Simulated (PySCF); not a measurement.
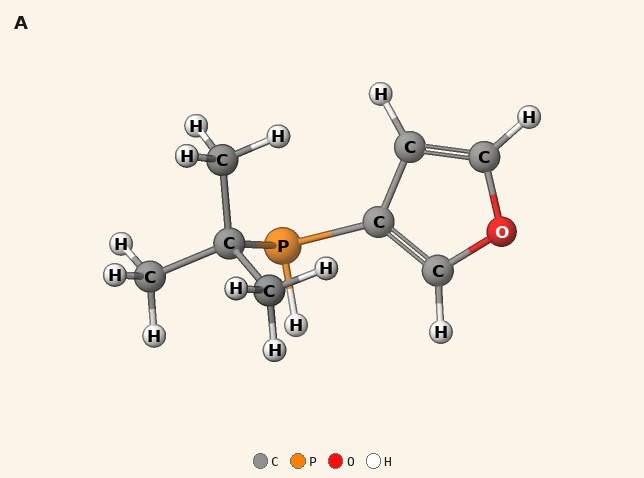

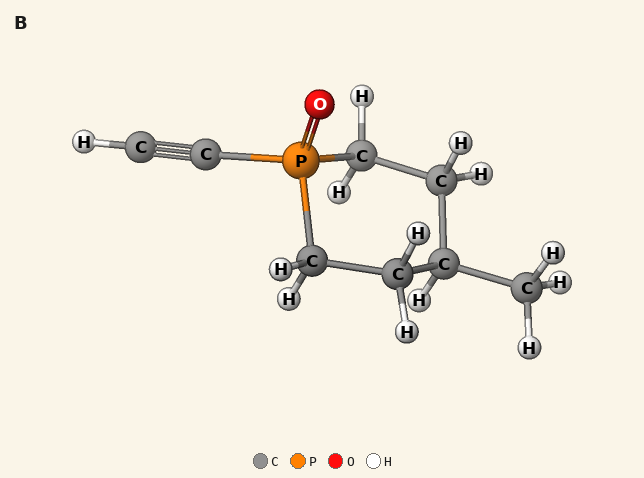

2 stationary structures of one formula. Geometries: GFN2-xTB. Electronic energies: PBE0/pcSseg-1 (PySCF 2.14.0), without zero-point energy. No frequency run is at hand to confirm each as a minimum. Each is one conformer, not always the lowest.

### How are they related?

They are constitutional isomers of C8H13OP: A `CC(C)(C)Pc1ccoc1`, B `C#C[P@]1(=O)CC[C@@H](C)CC1`.

### Rank them by energy, lowest first.

A is lowest; B lies 0.249 eV above it.

The geometry is semi-empirical. Around P such bond lengths and angles can be off by a tenth of an ångström or more and by several degrees, and values that hang on the shape move with them.
